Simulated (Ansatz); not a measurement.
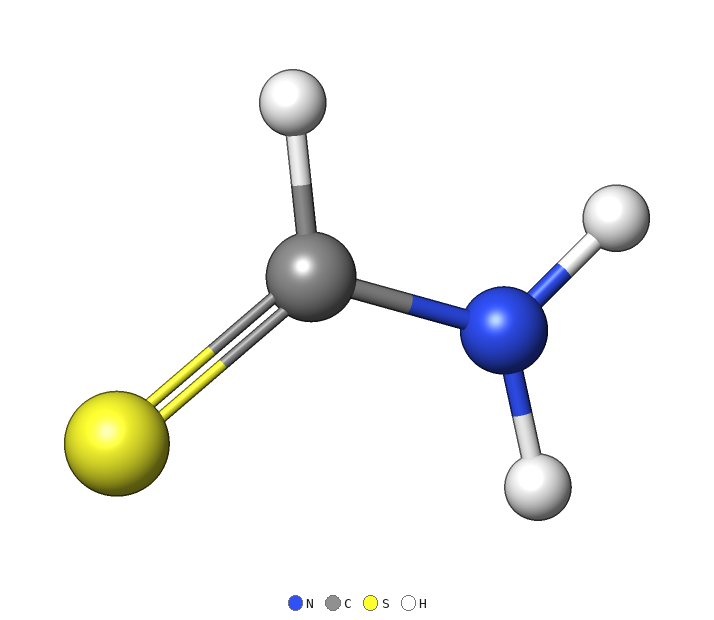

A ball-and-stick model of a molecule. Multiple sticks mark multiple bonds (one Kekulé form).

Describe the molecule.

Formula CH3NS. Its SMILES string is `NC=S`. It has no ring. This geometry has Cs symmetry. All atoms lie on one plane. Coordination: 1 N trigonal planar; 1 C trigonal planar.

The parts below concern this one geometry. Atoms keep their numbers from picture to picture. The geometry was computed by an optimisation with PBE0-D4/def2-TZVP. No frequency run is at hand to confirm it as a minimum.

**Shape**

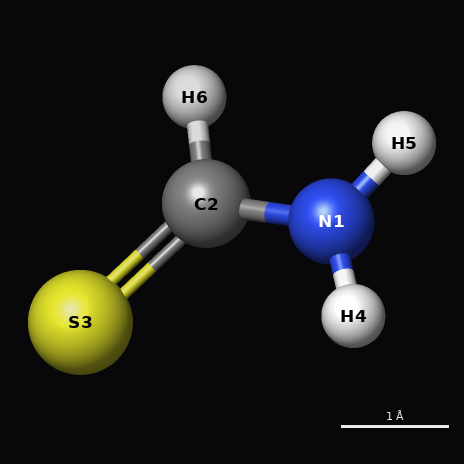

The atoms are numbered. No frequency run is at hand to confirm it as a minimum.

Give these bond angles: C2–N1–H4, C2–N1–H5, H4–N1–H5, N1–C2–S3, N1–C2–H6, S3–C2–H6.

| angle | degrees |
| --- | --- |
| C2–N1–H4 | 119.2 |
| C2–N1–H5 | 121.6 |
| H4–N1–H5 | 119.2 |
| N1–C2–S3 | 126.0 |
| N1–C2–H6 | 112.7 |
| S3–C2–H6 | 121.3 |

**Dipole moment**

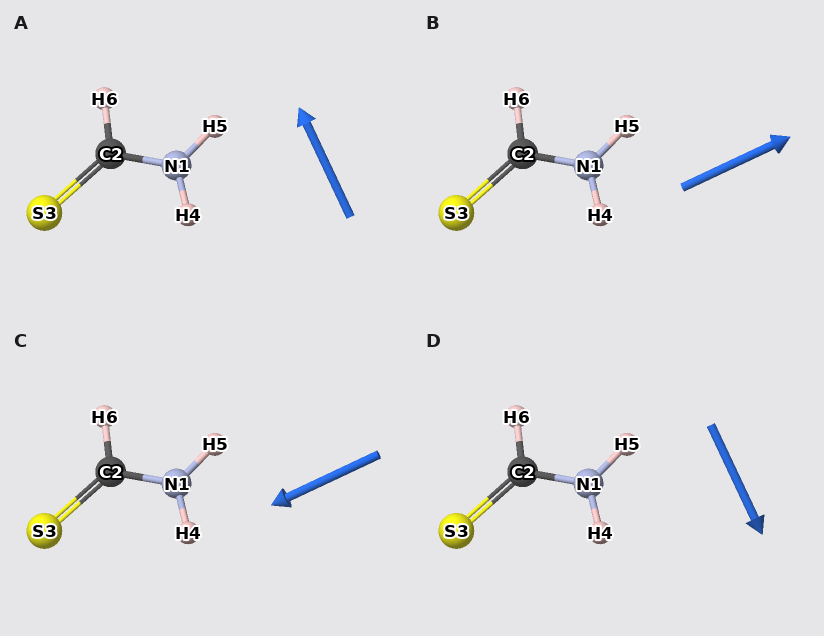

The same molecule four times, each with an arrow. No frequency run is at hand to confirm it as a minimum. Properties computed with RKS PBE0-D4/def2-TZVP (Ansatz 0.2.0).

Which arrow points along the dipole moment, from the negative to the positive end?

Answer. B. The dipole moment is 4.43 D; it points from the side of S3 to the side of H5 (the outermost atoms at the two ends).

**Electronic properties**

No frequency run is at hand to confirm it as a minimum. Properties computed with RKS PBE0-D4/def2-TZVPP (Ansatz 0.2.0).

Computed properties:

- HOMO energy (Kohn–Sham orbital): −6.23 eV
- LUMO energy (Kohn–Sham orbital): −0.97 eV
- HOMO–LUMO gap: 5.25 eV

**Charges**

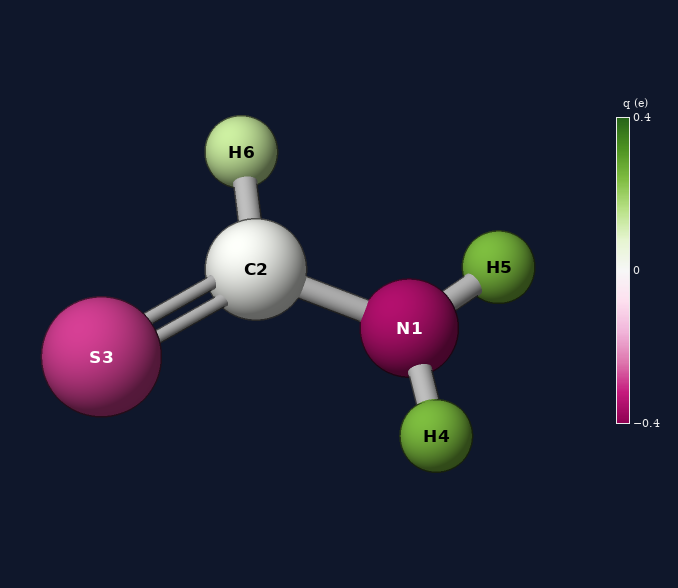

Atoms are coloured by their Mulliken charges. No frequency run is at hand to confirm it as a minimum. Properties computed with RKS PBE0-D4/def2-TZVP (Ansatz 0.2.0).

Which atom carries the highest charge (most positive or least negative)?

Answer. H4, H5 (0.25 e).

And the lowest?

Answer. N1 (−0.35 e).

Give the Mulliken charges atom by atom.

```json
{"atom": "N1", "value (e)": "−0.35"}
{"atom": "C2", "value (e)": "0.01"}
{"atom": "S3", "value (e)": "−0.29"}
{"atom": "H4", "value (e)": "0.25"}
{"atom": "H5", "value (e)": "0.25"}
{"atom": "H6", "value (e)": "0.14"}
```

Mulliken values depend strongly on the basis set and can even reverse the polarity of a bond.
